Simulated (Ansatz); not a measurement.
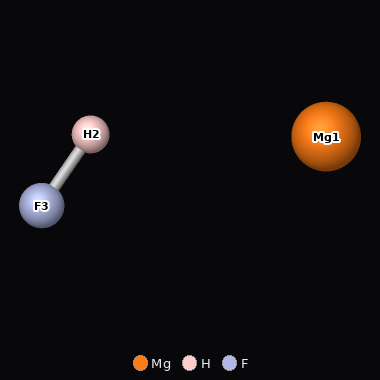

The system is Mg + HF; the picture shows the reference structure. Coordinates scanned: (1) distance Mg1–H2; (2) distance H2–F3. Nothing is relaxed (the angle Mg1–H2–F3 is fixed at 120 degrees). Grid: 17 × 17 points. Points are written as (first, second). Energies are in kJ/mol, from Mg far from the relaxed HF (each part in its own basis). The reference is spin-restricted, so regions where a bond is pulled apart into radicals lie too high. Level of theory: RKS PBE0-D4/aug-cc-pVTZ (Ansatz).

Its coordinates:

```yaml
atoms:
  - { symbol: Mg, position_ang: [-2.9030, 0.0000, 0.0000] }
  - { symbol: H, position_ang: [0.0000, 0.0000, 0.0000] }
  - { symbol: F, position_ang: [0.4775, 0.8271, 0.0000] }
```

Range: distance Mg1–H2 from 1.376 to 3.376 Å; distance H2–F3 from 0.728 to 2.728 Å.

> Predict the map.

The lowest grid point is at (2.903 Å, 0.955 Å), −3.0 kJ/mol from Mg far from the relaxed HF (each part in its own basis). The highest grid point, (3.376 Å, 2.728 Å), lies 633 kJ/mol above the lowest.

| distance H2–F3 ↓, distance Mg1–H2 → | 1.430 | 1.603 | 1.817 | 2.059 | 2.323 | 2.605 | 2.903 | 3.215 |
| --- | --- | --- | --- | --- | --- | --- | --- | --- |
| 2.567 | 424 | 391 | 397 | 431 | 475 | 522 | 563 | 596 |
| 2.255 | 390 | 357 | 361 | 392 | 434 | 477 | 515 | 545 |
| 1.957 | 348 | 313 | 314 | 340 | 376 | 413 | 446 | 473 |
| 1.675 | 300 | 260 | 254 | 271 | 298 | 326 | 352 | 372 |
| 1.411 | 249 | 199 | 180 | 183 | 196 | 212 | 228 | 240 |
| 1.169 | 200 | 135 | 98 | 83 | 81 | 84 | 89 | 94 |
| 0.955 | 183 | 105 | 52 | 21 | 5 | −1 | −3 | −3 |
| 0.782 | 302 | 216 | 154 | 116 | 93 | 82 | 77 | 75 |

The table holds every second grid line.

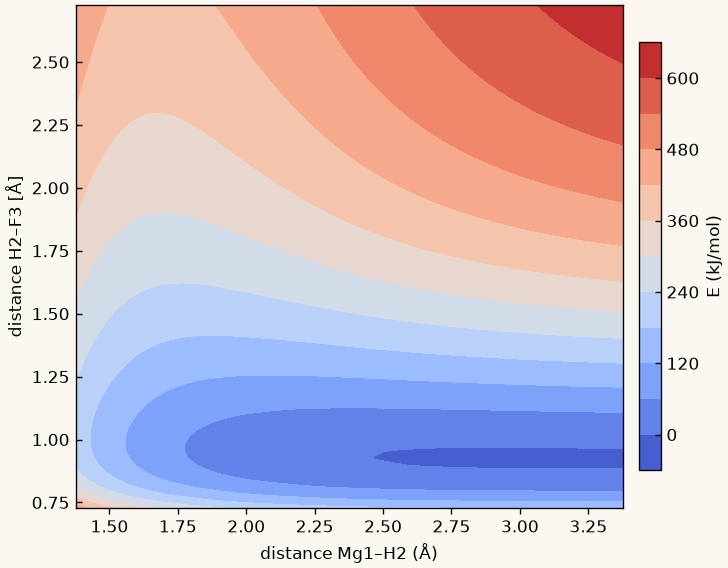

The picture shows filled contours. Between grid points the surface is interpolated.

Each point was launched as `ansatz run input.yaml --threads 1 --pin off --max-ram 2560MiB --backend cpu --events-out ev --progress --plain --runs-dir out`. Time for the 289 points that were run: 12 min on 1 thread of Arm Neoverse V2, with other jobs on the host.
